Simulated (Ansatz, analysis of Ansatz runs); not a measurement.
# A hop of Na in Na2CrO4 (Cmcm), charge −1, part 2 of 5

Aim: the barrier of one jump in Na2CrO4 (Cmcm) at charge −1: V_Na hop (3.4 Å). The model is a cell of 56 host atoms with 1 Na taken out; Na is the atom that moves.

Ansatz 0.2.0; plane-wave PAW DFT, PBEsol; nudged elastic band between two relaxed defect structures at fixed charge in a uniform background.

So far: The starting structure; Relaxation of the start point, charge −1.

**3. Relaxation of the end point, charge −1**

Level of this step: plane-wave PAW DFT, PBEsol; relaxation of all atoms of a defect supercell at fixed charge in a uniform background (Ansatz).

The end point is relaxed in the same cell and settings, so that the two energies compare. Atoms more than 3.2 Å from the middle of the hop start where the first relaxation left them, the nearer ones on or close to their ideal places, with small random displacements.

Input file qm1.end/input.yaml:

```yaml
crystal:
  lattice:
    - [0.0, 9.21092277, 7.09648259]
    - [5.85930775, 0.0, 7.09648259]
    - [5.85930775, 9.21092277, 0.0]
  atoms:
    - { symbol: Na, position: [0.03456757, 0.2163774, 0.28237319] }
    - { symbol: Na, position: [0.03397285, 0.21820314, 0.7828467] }
[... 8 atom lines left out ...]
    - { symbol: Na, position: [0.468028, 0.281972, 0.718028] }
[... 2 atom lines left out ...]
    - { symbol: Na, position: [0.5, 0.0, 0.0] }
[... 3 atom lines left out ...]
    - { symbol: Cr, position: [0.70113892, 0.55442587, 0.44579903] }
[... 1 atom line left out ...]
    - { symbol: Cr, position: [0.3018656, 0.4481344, 0.0518656] }
[... 2 atom lines left out ...]
    - { symbol: Cr, position: [0.8018656, 0.9481344, 0.5518656] }
[... 7 atom lines left out ...]
    - { symbol: O, position: [0.65616721, 0.40665528, 0.59334472] }
[... 1 atom line left out ...]
    - { symbol: O, position: [0.33927248, 0.08415601, 0.91521488] }
[... 3 atom lines left out ...]
    - { symbol: O, position: [0.34383279, 0.59334472, 0.90665528] }
    - { symbol: O, position: [0.84383279, 0.09334472, 0.40665528] }
[... 6 atom lines left out ...]
    - { symbol: O, position: [0.46887657, 0.28112343, 0.98958517] }
[... 5 atom lines left out ...]
    - { symbol: O, position: [0.76049449, 0.486921, 0.78334003] }
[... 3 atom lines left out ...]
    - { symbol: O, position: [0.73958517, 0.01041483, 0.71887657] }
total_charge: -1
basis:
  ecutwfc: 420
  xc_grid: 2
hamiltonian:
  xc: pbesol
kpoints:
  mp_grid: { grid: [1, 1, 1], shift: [0.25, 0.25, 0.25] }
scf:
  occupations: { method: fixed }
  max_iter: 100
output:
  forces: true
relax:
  f_tol: 0.02
  max_steps: 70
  random_displacement: { amplitude: 0.01, seed: 890 }
```

The run is started by

```console
ansatz run input.yaml --threads 4 --pin off --max-ram 14131MiB --backend cpu --events-out ev --progress --plain --runs-dir out
```

Numbers of over 12 decimals in the logs are rounded to 6 here.

The log of the run:

```text
[...]
Crystal: 55 atoms, lattice volume = 765.989 Å³
Basis set: ecut = 420 eV, 15027 PW (Γ), exchange–correlation on 160×128×150 points (8 copies of the dense FFT grid, shifted against one another)
Bands: 275, of which v1, the nominal top of the filled ones, is band 220 counted from 1 (219 counted from 0)
Symmetry: 1 space group operations
k-points: 1
[...]
SCF iter   1: F=—  HF=-66898.838907 eV  |F-HF|=—  |Δ(HF+E_count)|=         —  Δρ=1.44e-2  dr2=1.18e0  ethr=1.77e-3  ⟨swp⟩=5.0  Hψ=775  notcnv=0  defer=49
[...]
SCF iter  12: F=-66898.446756 eV  HF=-66898.446757 eV  |F-HF|=4.45e-7  |Δ(HF+E_count)|=   1.30e-6  Δρ=1.39e-5  dr2=1.74e-6  ethr=2.27e-9  ⟨swp⟩=2.0  Hψ=816  notcnv=0
SCF 1 converged in 12 iterations: F = -66898.446756 eV  dr2 = 1.74e-6
[...]
--- Relaxed structure (7 steps of the walk, 7 accepted, 0 SCFs on fresh bases) ---
  F+E_penalty+E_count = -66899.13651358 eV   max|allowed force component| = 1.470e-2 eV/Å
  atoms:
    - { symbol: Na, position: [0.006901, 0.225047, 0.315047] }
    - { symbol: Na, position: [0.013908, 0.221032, 0.778422] }
[...]
- { symbol: Na, position: [0.486969, 0.278343, 0.721464] }
[...]
- { symbol: Na, position: [0.496672, -0.002090, 0.001574] }
[...]
- { symbol: Cr, position: [0.701201, 0.557192, 0.443261] }
    [... 1 atom left out ...]
    - { symbol: Cr, position: [0.291103, 0.445671, 0.060223] }
[...]
- { symbol: Cr, position: [0.797171, 0.939453, 0.554226] }
    [... 7 atoms left out ...]
    - { symbol: O, position: [0.664234, 0.413690, 0.587653] }
    [... 5 atoms left out ...]
    - { symbol: O, position: [0.336151, 0.586919, 0.909694] }
    - { symbol: O, position: [0.832266, 0.090652, 0.413686] }
    [... 6 atoms left out ...]
    - { symbol: O, position: [0.451585, 0.275252, 0.998311] }
    [... 9 atoms left out ...]
    - { symbol: O, position: [0.727022, 8.97229035914382e-5, 0.724389] }
[key lines of the parts left out:]
SCF converged after 10 iterations
Free energy (F): -66899.136514 eV
Fermi energy:    2.714488 eV
```

Wall time 77 s (4 threads of Arm Neoverse V1, shared host); peak memory 1.4 GiB.

The steps of the relaxation:

| step | energy less that of the first step (eV) | largest force component (eV/Å) |
| --- | --- | --- |
| 1 | 0.0000 | 2.1224 |
| 2 | -0.4847 | 0.9839 |
| 3 | -0.6698 | 0.1101 |
| 4 | -0.6851 | 0.0807 |
| 5 | -0.6892 | 0.0123 |
| 6 | -0.6892 | 0.0125 |
| 7 | -0.6898 | 0.0147 |

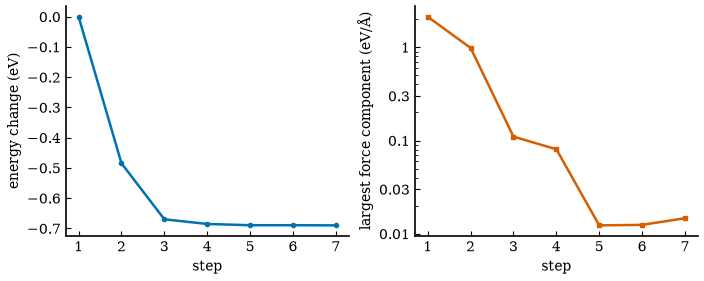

Energy and largest force along the relaxation.

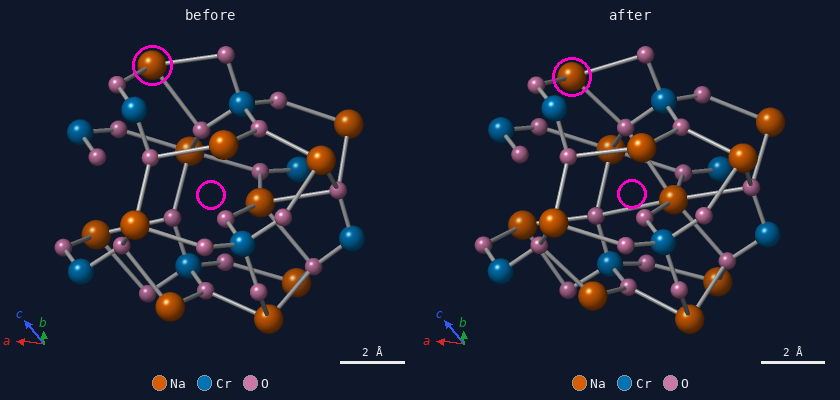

Before and after: the atoms that start within 5 Å of the centre. Na5, which moves most, is ringed if it is among them. A ring with no atom in it marks the middle of the ideal hop.

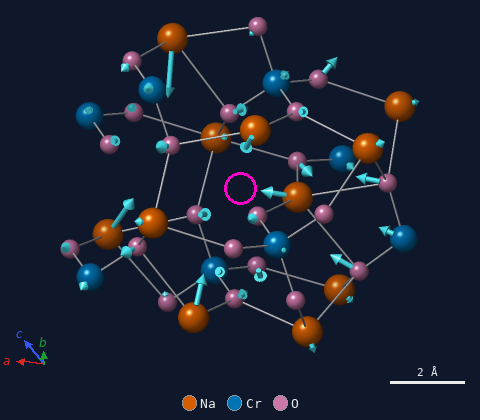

Displacements in the relaxation from the typed sites near the centre, exaggerated; the longest in the cell stands for 0.41 Å. A ring marks the middle of the ideal hop wherever no atom is near it.

The atoms that moved most (Å, from the sites as typed, ahead of the random displacement):

| atom | dx | dy | dz | length |
| --- | --- | --- | --- | --- |
| Na5 | -0.369 | -0.114 | 0.124 | 0.406 |
| Na7 | 0.367 | -0.103 | 0.123 | 0.401 |
| Na1 | 0.242 | 0.046 | -0.135 | 0.281 |
| Na4 | -0.227 | 0.047 | -0.135 | 0.269 |
| Na2 | -0.009 | -0.226 | -0.122 | 0.257 |
| Na11 | -0.001 | 0.206 | 0.109 | 0.233 |
| O44 | 0.043 | 0.219 | 0.018 | 0.224 |
| O53 | -0.035 | 0.211 | 0.010 | 0.214 |

Neighbours of Na11 at the end:

| atom | distance (Å) |
| --- | --- |
| O31 | 2.254 |
| O33 | 2.304 |
| O53 | 2.601 |
| O44 | 2.610 |
| O45 | 2.756 |
| O55 | 2.772 |
| O38 | 3.130 |
| O37 | 3.138 |

This step gave:

* free energy: -66899.1365 eV
* r.m.s. move of the farther half of the atoms: 0.08841 Å
* largest move from the ideal geometry of this structure, a common shift of the far atoms taken out: 0.2933 Å

The relaxation gained 0.690 eV and ended with a largest force component of 0.015 eV/Å. The end lies 0.372 eV above the start.

(Part 2 of 5 ends here.)

[Logs are printed without paths, hosts, clocks, repeated set-up lines and the standing remarks that a program may print on its own settings, such as how far it seeks lower states.]

[Hosts, paths, dates, database ids (printed as entryN), source tags and the programs' standing remarks are cut or masked in the printed files.]
